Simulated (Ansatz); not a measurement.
## Electronic structure of CH6InNO in real space

Input file:

```
crystal:
  periodic: [false, false, false]
  atoms:
    - { symbol: "N", position_ang: [-1.2825, -0.1953, -0.0896] }
    - { symbol: C, position_ang: [-0.1883, -1.0386, 0.0616] }
    - { symbol: O, position_ang: [0.9189, -0.4626, -0.5287] }
    - { symbol: In, position_ang: [1.337, 1.1247, 0.3181] }
    - { symbol: H, position_ang: [-1.464, 0.0153, -1.1418] }
    - { symbol: H, position_ang: [-1.099, 0.7851, 0.3382] }
    - { symbol: H, position_ang: [-0.3671, -2.0088, -0.4215] }
    - { symbol: H, position_ang: [0.0389, -1.1929, 1.1368] }
    - { symbol: H, position_ang: [1.2324, 1.344, 1.8622] }
    - { symbol: H, position_ang: [1.37066, -0.40729, -1.40788] }
basis:
  gaussian: { orbitals: def2-SVP }
hamiltonian:
  xc: pbe
relax:
  f_tol: 0.02
  max_steps: 50
output:
  orbitals: {}
```

Launched as:

```sh
ansatz run input.yaml --threads 2 --pin off --max-ram 3072MiB --backend cpu --events-out ev --progress --plain --runs-dir out
```

The fields are those of the relaxed geometry.

Core potentials replace the inner electrons of In.

The calculation used RKS PBE/def2-SVP in Ansatz 0.2.0.

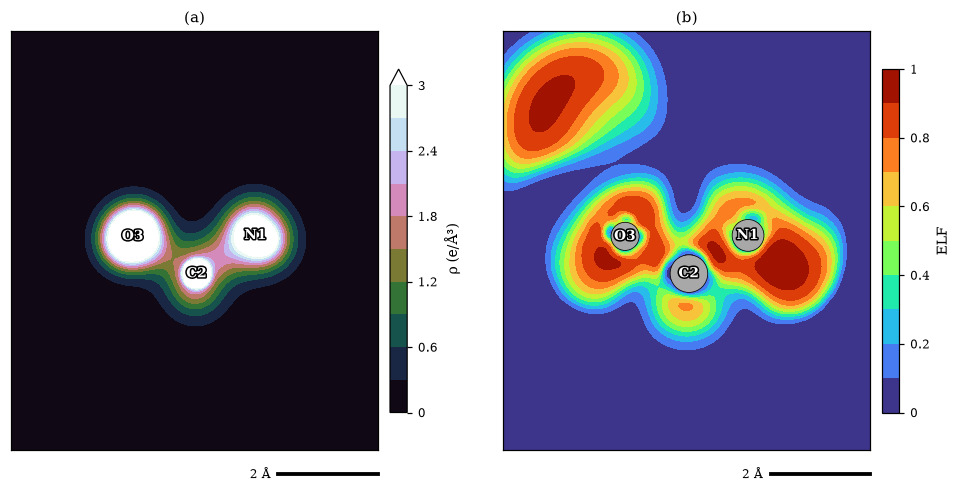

Figure 1. (a) electron density; (b) electron localisation function on the plane of atoms N1, C2 and O3. Grey discs cover the atomic cores in the ELF map.

Question: Read the bonding off the picture.

Answer:
- Atoms in the plane: N, C and O.
- C–N (1.41 Å): the density is about 2.1 e/Å³ at the midpoint; the ELF peaks at about 0.95 between the atoms; localised, covalent bonding.
- C–O (1.48 Å): ρ is about 1.7 e/Å³ halfway, with its minimum of 1.5 e/Å³ about 0.6 Å from C; the ELF peaks at about 0.90 between the atoms: a shared but strongly polarised pair.
- The ELF also peaks beside N1 and O3, away from the bonds: lone-pair regions.

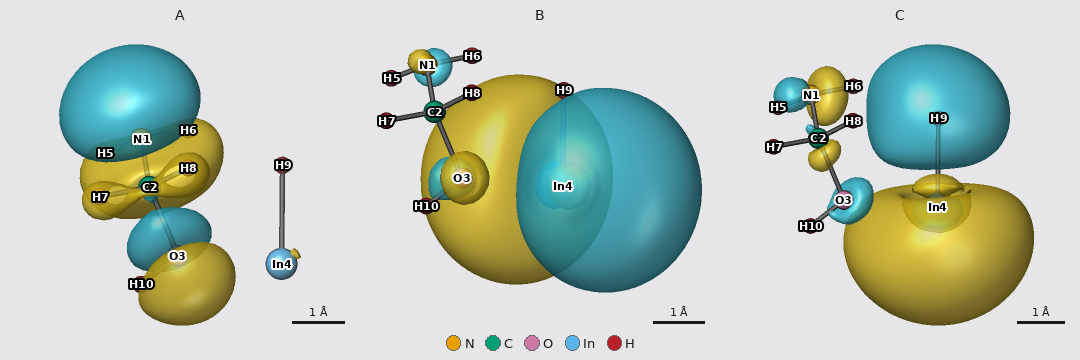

Figure 2. Three frontier orbitals at ±0.06 Å⁻³ᐟ² (yellow and cyan are the two phases), in no order.

Question: Order the three orbitals by energy and name them.

Answer: A is the HOMO−1 (−5.91 eV). It lies mainly on N1 (about 65 %), O3 (about 15 %) and C2 (about 5 %); largely a lone pair of N1. C is the HOMO (−4.32 eV). By Hirshfeld shares it lies mainly on In4 (about 60 %) and H9 (about 35 %). B is the LUMO (−1.93 eV). Its weight (Hirshfeld) is mainly on In4 (about 90 %).

Question: What is the HOMO–LUMO gap?

Answer: 2.39 eV between the orbital energies.
